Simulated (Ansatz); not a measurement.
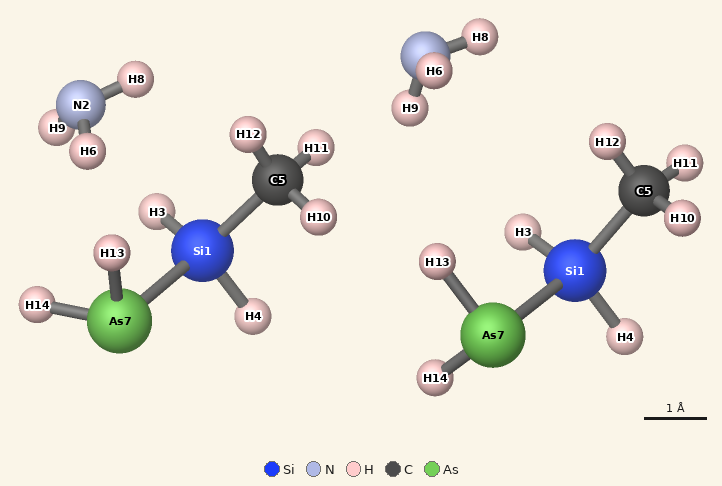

Two geometries of CH$_{10}$AsNSi, drawn at one scale. One is the start of a relaxation, the other its converged end. Style: ball-and-stick. Shown face on.

All numbers below come from Ansatz, RHF/def2-SVP. Set-up: no spin polarisation; force threshold 0.03 eV/Å; at most 50 steps.

**Which geometry has the lower energy?**

The right one is the relaxed one. The run prepares an end point of a later path (reaction) calculation, from a guessed geometry. The energy falls by 9.07 kcal/mol in 22 accepted moves (24 points after the start). Largest force component: 0.92 eV/Å at the start, 0.029 eV/Å at the end. The line search rejected the trial steps at points 7, 10 of the run. The largest move after the best rigid fit is that of H6, 1.39 Å. By element the largest moves are H 1.39 Å, N 0.84 Å, Si 0.37 Å, As 0.35 Å, C 0.21 Å. Near-neighbour distances that change, for instance: Si1–As7 2.330 → 2.390 Å, Si1–H3 1.475 → 1.483 Å, N2–H8 1.001 → 1.005 Å, Si1–H4 1.487 → 1.483 Å. Among the angles between lasting bonds that change: H4–Si1–C5 106.3° → 110.7°, H3–Si1–C5 114.5° → 110.3°, H3–Si1–H4 105.1° → 108.1°. Groups turn about Si1–As7 by about 40°. The run took 70 s on 2 threads of Arm Neoverse V1 (shared host), peak memory 0.31 GiB.
